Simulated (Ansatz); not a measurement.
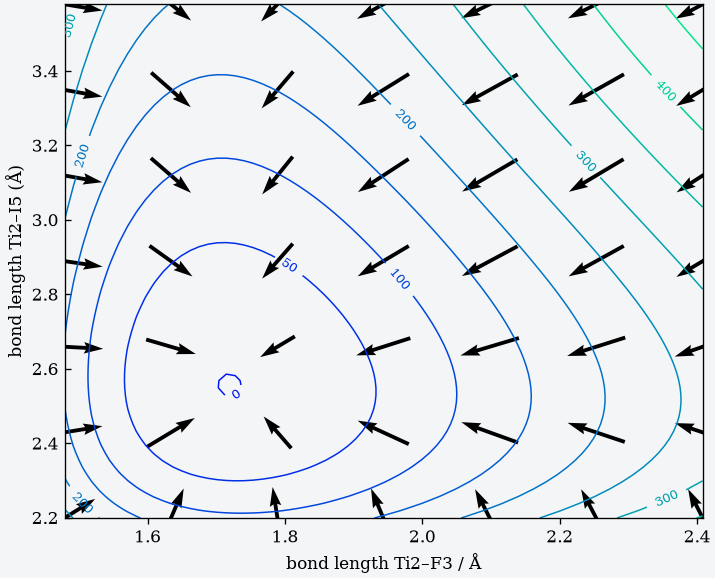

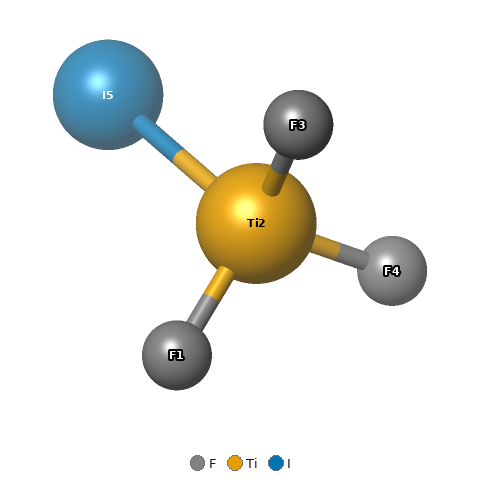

Energy landscape of F₃ITi, SMILES [F][Ti]([F])([F])[I]. 
- First axis: bond length Ti2–F3. Second axis: bond length Ti2–I5.
- Nothing is relaxed (all other coordinates rigid).
- The scan uses a 7 × 7 grid.
- Energies: kJ/mol, counted from the relaxed molecule at the same level.
- All numbers below come from RKS PBE0-D4/def2-SVP in Ansatz 0.2.0.

In the figure: contour lines labelled in kJ/mol, arrows along the force (downhill), their lengths compressed. Between grid points the surface is interpolated. The second picture is the structure at the lowest point.

> Summarise what can be read from the map.

The lowest grid point is at bond length Ti2–F3 = 1.789 Å, bond length Ti2–I5 = 2.66 Å, 12 kJ/mol from the relaxed molecule at the same level. The bottom of the well lies between grid points, at about bond length Ti2–F3 = 1.718 Å, bond length Ti2–I5 = 2.55 Å, about 13 kJ/mol lower on the interpolated surface. It is the only kind of minimum in the scanned range. The highest grid point, bond length Ti2–F3 = 2.408 Å, bond length Ti2–I5 = 3.58 Å, lies 463 kJ/mol above the lowest. Round the minimum the two coordinates are weakly coupled (coupling 0.05 in units of the two stiffnesses).

The whole map (49 points run) took 7.6 min on 1 thread of Arm Neoverse V2, with other jobs on the host.
